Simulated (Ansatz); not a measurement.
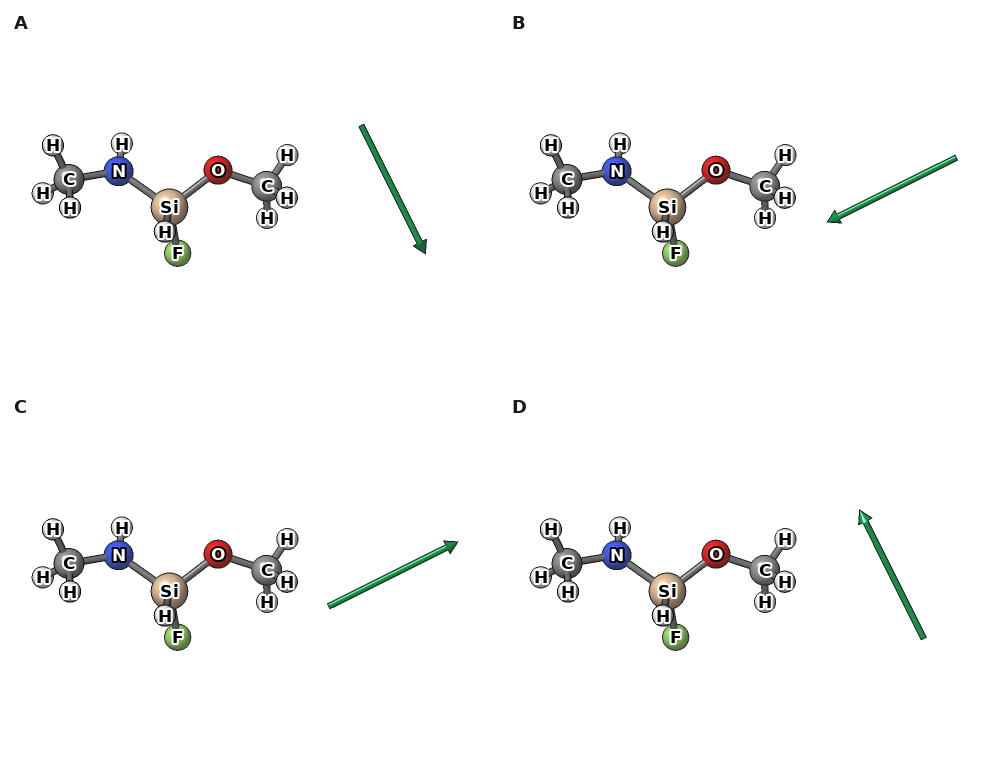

The same molecule four times, each with an arrow. Computed geometry: PBE-D4/def2-SVP optimisation. No frequency run is at hand to confirm it as a minimum. Method: RKS PBE-D4/def2-SVP (Ansatz 0.2.0).

Which arrow points along the dipole moment, from the negative to the positive end?

D. The dipole moment is 1.04 D.
